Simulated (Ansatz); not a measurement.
```yaml
atoms:
  - { symbol: C, position_ang: [-1.9418, 3.5935, -0.3935] }
  - { symbol: Al, position_ang: [-3.4041, 2.8886, 1.2125] }
  - { symbol: P, position_ang: [-3.0319, 3.0097, -1.4076] }
  - { symbol: S, position_ang: [-1.2029, 4.0080, 1.0049] }
```

Geometry: PBE0-D3(BJ)/pcseg-1.

All numbers below come from Ansatz 0.2.0, isolated molecule in a Gaussian basis; Kohn-Sham density functional theory, functional PBE0.

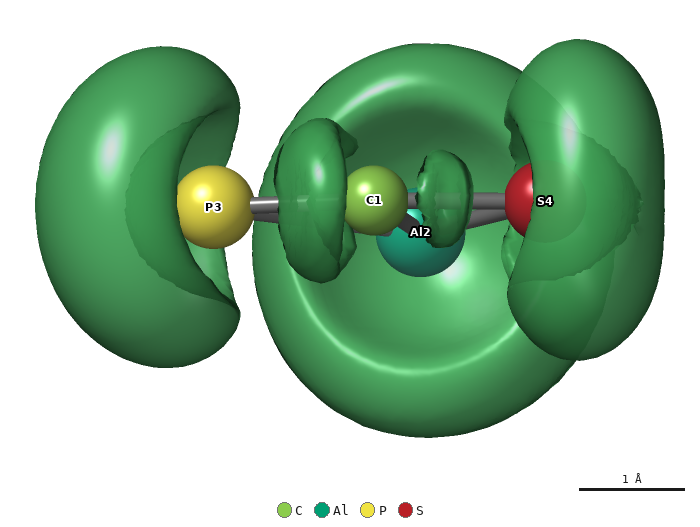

CAlPS (SMILES [P]1=[C]2[S][Al]12). Isosurface of the electron localisation function at 0.8 (green), seen from one side. Only the valence region is drawn (cores and ρ < 0.01 e/Å³ removed).

Describe the localisation domains.

The ELF exceeds this value in one region between bonded C–P atoms (shared pairs), one region between bonded C–S atoms (shared pairs), one lobe on Al, pointing away from the bonds (lone pairs), one lobe on P, pointing away from the bonds (lone pairs) and one region wrapped around S (its valence shell). Profiles from the grid: C–P (1.60 Å): the ELF peaks at about 0.85 between the atoms: a covalent bond. C–S (1.64 Å): the ELF peaks at about 0.90 between the atoms; localised, covalent bonding.
